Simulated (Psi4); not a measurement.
# GeH3Cl (chlorogermane) at revPBE/def2-TZVP

Aim: the energy change on altering one bond length of GeH3Cl (chlorogermane) at revPBE/def2-TZVP, from 2 runs. Input form: a QCSchema input.

The results are computed with Psi4 1.11.

5 further runs of the same task are left out: 5 that didn't finish.

**1. The structure to begin with**

GeH3Cl: 5 atoms, total charge 0, spin state singlet. SMILES: `[Cl][GeH3]`. The coordinates come from a PBE0-D4/def2-TZVP relaxation.

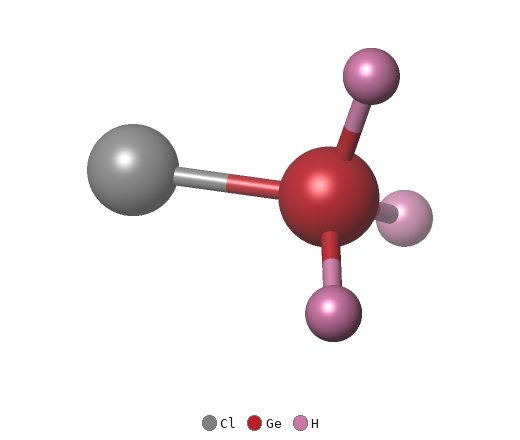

The structure, seen from a chosen angle (chlorine grey, germanium red, hydrogen pink).

**2. The energy at revPBE/def2-TZVP**

Input file job.json:

```json
{
  "schema_name": "qcschema_input",
  "schema_version": 1,
  "molecule": {
    "schema_name": "qcschema_molecule",
    "schema_version": 2,
    "symbols": ["Cl", "Ge", "H", "H", "H"],
    "geometry": [-3.54474826, -0.04743213, 1.21188136, 0.30575769, -0.02626719, -0.1145174, 0.30311207, 1.24003828, -2.71761514, 1.16974047, -2.78488939, -0.26569549, 1.86043537, 1.47946658, 1.80790098],
    "molecular_charge": 0,
    "molecular_multiplicity": 1,
    "fix_symmetry": "c1",
    "fix_com": true,
    "fix_orientation": true
  },
  "driver": "energy",
  "model": {
    "method": "revpbe",
    "basis": "def2-TZVP"
  },
  "keywords": {
    "puream": true,
    "e_convergence": 1e-09,
    "d_convergence": 1e-08,
    "scf_type": "pk",
    "dft_radial_points": 99,
    "dft_spherical_points": 590,
    "scf_properties": ["LOWDIN_CHARGES", "QUADRUPOLE", "MULLIKEN_CHARGES"]
  }
}
```

Run with:

```sh
$ psi4 --qcschema job.json -n 1 --memory 1600MB
```

stdout:

```text
[...]
  Running in c1 symmetry.
[...]
  Nuclear repulsion =  176.393822154375727
[...]
  Multiplicity = 1
[...]
  Nalpha       = 26
  Nbeta        = 26
[...]
    Number of basis functions: 103
[...]
   @RKS iter   1: -2536.96338263152074   -1.16960e+00   3.17204e-02 DIIS/ADIIS
[...]
   @RKS iter  12: -2538.80336483790552   -2.27374e-12   4.19671e-09 DIIS
[...]
    Orbital Energies [Eh]
    ---------------------
    Doubly Occupied:
       1A   -397.111920     2A   -100.661858     3A    -49.196029
       4A    -43.801823     5A    -43.800275     6A    -43.800275
       7A     -9.163951     8A     -6.979672     9A     -6.972300
      10A     -6.972300    11A     -6.002152    12A     -4.218277
      13A     -4.213316    14A     -4.213316    15A     -1.122599
      16A     -1.119615    17A     -1.119615    18A     -1.116226
      19A     -1.116225    20A     -0.738722    21A     -0.515560
      22A     -0.340243    23A     -0.338283    24A     -0.338273
      25A     -0.270342    26A     -0.270338
[...]
  @RKS Final Energy: -2538.80336483790552
   => Energetics <=
    Nuclear Repulsion Energy =            176.3938221543757265
    One-Electron Energy =               -3883.2272351951778546
    Two-Electron Energy =                1276.1897822593286946
    DFT Exchange-Correlation Energy =    -108.1597340564320433
    Empirical Dispersion Energy =           0.0000000000000000
    VV10 Nonlocal Energy =                  0.0000000000000000
    Total Energy =                      -2538.8033648379055194
[...]
 Multipole Moments:
 ------------------------------------------------------------------------------------
     Multipole            Electronic (a.u.)      Nuclear  (a.u.)        Total (a.u.)
 ------------------------------------------------------------------------------------
 L = 1.  Multiply by 2.5417464519 to convert [e a0] to [Debye]
 Dipole X            :         47.8248136          -47.1431864            0.6816272
 Dipole Y            :          1.7159957           -1.7122808            0.0037149
 Dipole Z            :        -15.9968913           15.7620167           -0.2348746
 Magnitude           :                                                    0.7209685
 L = 2.  Multiply by 1.3450342976 to convert [e a0^2] to [Debye ang]
 Quadrupole XX       :       -246.7861470          221.5220818          -25.2640652
 Quadrupole XY       :         -2.4992561            2.4720144           -0.0272417
[...]
  Mulliken Charges: (a.u.)
   Center  Symbol    Alpha    Beta     Spin     Total
       1    CL     8.65508  8.65508  0.00000 -0.31015
       2    GE    15.85543 15.85543  0.00000  0.28915
       3     H     0.49650  0.49650  0.00000  0.00701
       4     H     0.49650  0.49650  0.00000  0.00701
       5     H     0.49650  0.49650  0.00000  0.00699
   Total alpha = 26.00000, Total beta = 26.00000, Total charge =  0.00000
  Lowdin Charges: (a.u.)
   Center  Symbol    Alpha    Beta     Spin     Total
       1    CL     8.46360  8.46360  0.00000  0.07280
[...]
```

The result, in JSON:

```text
{
 "driver": "energy",
 "model": {
  "method": "revpbe",
  "basis": "def2-TZVP"
 },
 "success": true,
 "return_result": -2538.8033648379055,
 "properties": {
  "calcinfo_nbasis": 103,
  "calcinfo_nmo": 103,
  "calcinfo_nalpha": 26,
  "calcinfo_nbeta": 26,
  "calcinfo_natom": 5,
  "nuclear_repulsion_energy": 176.39382215437573,
  "return_energy": -2538.8033648379055,
  "scf_one_electron_energy": -3883.227235195178,
  "scf_two_electron_energy": 1276.1897822593287,
  "scf_xc_energy": -108.15973405643204,
  "scf_dipole_moment": [0.6816272040854017, 0.003714918154879676, -0.23487462458847475],
  "scf_total_energy": -2538.8033648379055,
  "scf_iterations": 12
 }
}
```

It took 17 s on 1 thread of Intel Xeon Platinum 8375C at 2.90GHz (Ice Lake), shared host; peak memory 0.69 GiB.

**3. The distorted shape: energy and forces at revPBE/def2-TZVP**

Input file job.json:

```json
{
 "schema_name": "qcschema_input",
 "schema_version": 1,
 "molecule": {
  "schema_name": "qcschema_molecule",
  "schema_version": 2,
  "symbols": ["Cl", "Ge", "H", "H", "H"],
  "geometry": [-5.41034826, -1.85429943, -1.09500369, -1.5598423, -1.8331345, -2.42140246, -1.56248792, -0.56682902, -5.0245002, -0.69585952, -4.59175669, -2.57258055, 1.86043537, 1.47946658, 1.80790098],
  "molecular_charge": 0,
  "molecular_multiplicity": 1,
  "fix_symmetry": "c1",
  "fix_com": true,
  "fix_orientation": true
 },
 "driver": "gradient",
 "model": {
  "method": "revpbe",
  "basis": "def2-TZVP"
 },
 "keywords": {
  "reference": "rks",
  "puream": true,
  "e_convergence": 1e-09,
  "d_convergence": 1e-08,
  "scf_type": "pk",
  "dft_radial_points": 99,
  "dft_spherical_points": 590
 }
}
```

Run with:

```sh
$ psi4 --qcschema job.json -n 1 --memory 1600MB
```

stdout:

```text
[...]
  Running in c1 symmetry.
[...]
  Nuclear repulsion =  169.187762606360423
[...]
  Multiplicity = 1
[...]
  Nalpha       = 26
  Nbeta        = 26
[...]
    Number of basis functions: 103
[...]
   @RKS iter   1: -2536.30931353369624   -7.51022e-01   3.26178e-02 ADIIS/DIIS
[...]
   @RKS iter  27: -2538.66196698114027   -1.50067e-11   1.21757e-09 DIIS
[...]
    Orbital Energies [Eh]
    ---------------------
    Doubly Occupied:
       1A   -397.144888     2A   -100.689762     3A    -49.227307
       4A    -43.833528     5A    -43.832334     6A    -43.831074
       7A     -9.191202     8A     -7.006740     9A     -7.000406
      10A     -6.999109    11A     -6.032112    12A     -4.248122
      13A     -4.245201    14A     -4.241391    15A     -1.151453
      16A     -1.149946    17A     -1.147154    18A     -1.146518
      19A     -1.145031    20A     -0.762086    21A     -0.520562
      22A     -0.362249    23A     -0.359423    24A     -0.313643
      25A     -0.292092    26A     -0.217480
[...]
  @RKS Final Energy: -2538.66196698114027
   => Energetics <=
    Nuclear Repulsion Energy =            169.1877626063604225
    One-Electron Energy =               -3867.4814276970660103
    Two-Electron Energy =                1267.6355607505477110
    DFT Exchange-Correlation Energy =    -108.0038626409828026
    Empirical Dispersion Energy =           0.0000000000000000
    VV10 Nonlocal Energy =                  0.0000000000000000
    Total Energy =                      -2538.6619669811402673
[...]
 Multipole Moments:
 ------------------------------------------------------------------------------------
     Multipole            Electronic (a.u.)      Nuclear  (a.u.)        Total (a.u.)
 ------------------------------------------------------------------------------------
 L = 1.  Multiply by 2.5417464519 to convert [e a0] to [Debye]
 Dipole X            :        142.2885662         -142.2887861           -0.0002199
 Dipole Y            :         93.3790443          -93.8625134           -0.4834691
 Dipole Z            :        101.0954899         -101.8891212           -0.7936313
 Magnitude           :                                                    0.9292971
[...]
  -Total Gradient:
     Atom            X                  Y                   Z
    ------   -----------------  -----------------  -----------------
       1        0.002730169727    -0.000583252534    -0.001920899719
       2       -0.008328901318    -0.011606665682    -0.016096825774
       3       -0.001569501085    -0.006650153273     0.005424383143
       4       -0.004495053610     0.006928112044    -0.002840155510
       5        0.011664212887     0.011912057574     0.015433331790
[...]
```

The result, in JSON:

```text
{
 "driver": "gradient",
 "model": {
  "method": "revpbe",
  "basis": "def2-TZVP"
 },
 "success": true,
 "return_result": [0.0027301697270956105, -0.0005832525337454444, -0.0019208997185212184, -0.008328901317663534, -0.011606665682413718, -0.016096825774469185, -0.0015695010850576663, -0.006650153272994577, 0.005424383142936501, -0.004495053610426583, 0.0069281120442530875, -0.002840155509867588, 0.011664212887190783, 0.011912057574226143, 0.015433331789624475],
 "properties": {
  "calcinfo_nbasis": 103,
  "calcinfo_nmo": 103,
  "calcinfo_nalpha": 26,
  "calcinfo_nbeta": 26,
  "calcinfo_natom": 5,
  "nuclear_repulsion_energy": 169.18776260636042,
  "return_energy": -2538.6619669811403,
  "return_gradient": [0.0027301697270956105, -0.0005832525337454444, -0.0019208997185212184, -0.008328901317663534, -0.011606665682413718, -0.016096825774469185, -0.0015695010850576663, -0.006650153272994577, 0.005424383142936501, -0.004495053610426583, 0.0069281120442530875, -0.002840155509867588, 0.011664212887190783, 0.011912057574226143, 0.015433331789624475],
  "scf_one_electron_energy": -3867.481427697066,
  "scf_two_electron_energy": 1267.6355607505477,
  "scf_xc_energy": -108.0038626409828,
  "scf_dipole_moment": [-0.00021987237499843104, -0.48346910166947055, -0.793631285188269],
  "scf_total_energy": -2538.6619669811403,
  "scf_total_gradient": [0.0027301697270956105, -0.0005832525337454444, -0.0019208997185212184, -0.008328901317663534, -0.011606665682413718, -0.016096825774469185, -0.0015695010850576663, -0.006650153272994577, 0.005424383142936501, -0.004495053610426583, 0.0069281120442530875, -0.002840155509867588, 0.011664212887190783, 0.011912057574226143, 0.015433331789624475],
  "scf_iterations": 27
 }
}
```

It took 43 s on 1 thread of Intel Xeon Platinum 8375C at 2.90GHz (Ice Lake), shared host; peak memory 0.67 GiB.

**4. Outcome**

Level: revPBE/def2-TZVP.

```
                                                          quantity           value
                                         first shape: total energy  -2538.80336 Eh
                                        first shape: dipole moment          1.83 D
                                          first shape: HOMO energy        -7.36 eV
                                          first shape: LUMO energy        -1.09 eV
                                        first shape: HOMO–LUMO gap         6.26 eV
                                     distorted shape: total energy  -2538.66197 Eh
                                    distorted shape: dipole moment          2.36 D
                                      distorted shape: HOMO energy        -5.92 eV
                                      distorted shape: LUMO energy        -4.82 eV
                                    distorted shape: HOMO–LUMO gap         1.10 eV
                         distorted shape: largest force on an atom      1.168 eV/Å
energy change with the Ge2–H5 bond stretched from 1.532 to 3.370 Å        3.848 eV
```

In words: One bond (distorted shape) is far stretched, which a spin-restricted single reference describes badly; a broken-symmetry solution may lie lower. With the Ge2–H5 bond stretched from 1.532 to 3.370 Å the energy rises by 3.85 eV (89 kcal/mol). The first shape isn't relaxed at this level, so the change isn't measured from a minimum. A restricted reference can't describe the breaking bond well at this length.
